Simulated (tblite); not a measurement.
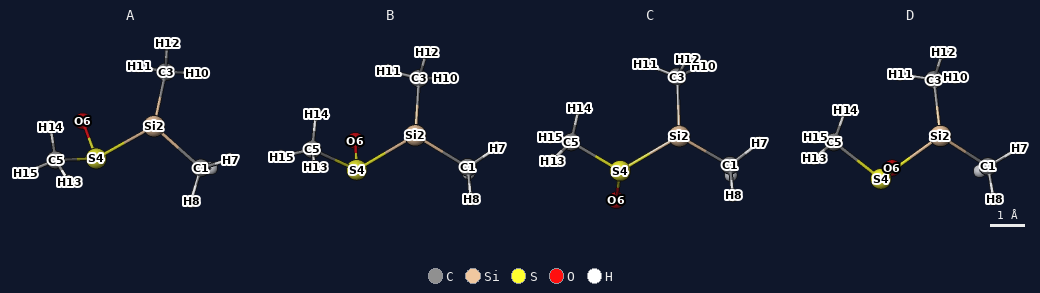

4 geometries from one relaxation of C₃H₉OSSi (multiplicity 2), in shuffled order. A ball-and-stick model, seen face on.

These are results of GFN2-xTB geometry optimisation, gas phase in tblite, not measurements. 

Question: Put them in the order of the run, from the start to the converged end.

Answer: C, D, B, A. They are steps 0, 42, 90, 157, at +37.9 kcal/mol, +2.61 kcal/mol, +0.84 kcal/mol relative to the last. The O atom moves most after the best rigid fit: 2.45 Å. By element the largest moves are O 2.45 Å, H 1.30 Å, S 0.83 Å, C 0.60 Å, Si 0.38 Å. Among the contacts that change: S–Si 2.076 → 2.301 Å, C–Si 1.822 → 1.909 Å, C–S 1.767 → 1.845 Å, C–H 1.130 → 1.086 Å. Among the angles between lasting bonds that change: Si–S–C 116.3° → 98.1°, Si–S–O 116.9° → 100.4°, C–Si–S 116.6° → 102.1°. Over 157 geometry steps the energy falls by 37.9 kcal/mol. Cost: 3.7 s on 1 thread of AMD EPYC (shared host).
